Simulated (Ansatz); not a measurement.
The starting structures come from a database of crystals and need not be the phases stable at ambient conditions.

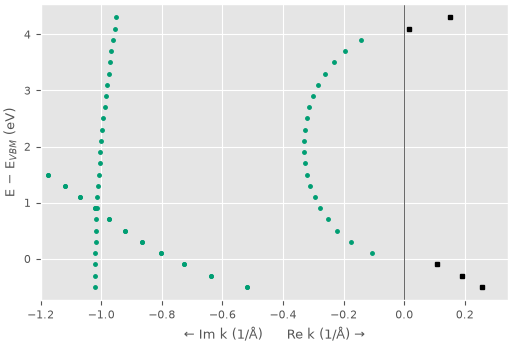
Figure: Complex bands at the centre of the two-dimensional zone; r2SCAN in Ansatz (a first-principles code)

No gap correction and no spin-orbit coupling; mid-gap is the computed energy nearest the middle.

Q: This is MgO (P6_3/mmc, 4 atoms a cell, 11.0 Å³ an atom) along the normal of (001). Read off the slowest decay at the centre of the two-dimensional zone at 2.10 eV, the computed energy nearest the middle of the gap.

A: κ ≈ 0.33 1/Å, a decay length 1/(2κ) of the density of 1.5 Å.
